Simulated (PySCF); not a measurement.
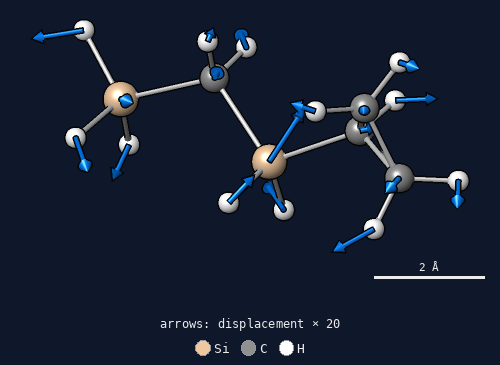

This is a relaxation of C₄H₁₂Si₂. The starting structure is drawn; blue arrows show the displacements, 20 times their true length. The two geometries are superimposed by the best rigid fit.

The picture is a ball-and-stick view, seen at a tilt.

The start comes from GFN2-xTB.

All numbers below come from PySCF 2.14.0, density-fitted response routines, PBE0-D3(BJ)/def2-SVP geometry optimisation, gas phase. 

Q: Describe the change and its energy.

A: A Si atom moves most after the best rigid fit: 0.062 Å. By element the largest moves are Si 0.062 Å, H 0.058 Å, C 0.026 Å. Some distances before and after: H–Si 1.464 → 1.496 Å, C–Si 1.885 → 1.867 Å, C–Si 1.900 → 1.883 Å, C–H 1.080 → 1.095 Å. Among the angles between lasting bonds that change: C–Si–C 109.2° → 111.8°. Over 4 geometry steps the energy falls by 2.04 kcal/mol. The largest force component goes from 1.1 to 0.012 eV/Å. The run took roughly 50 core-seconds on a shared host.
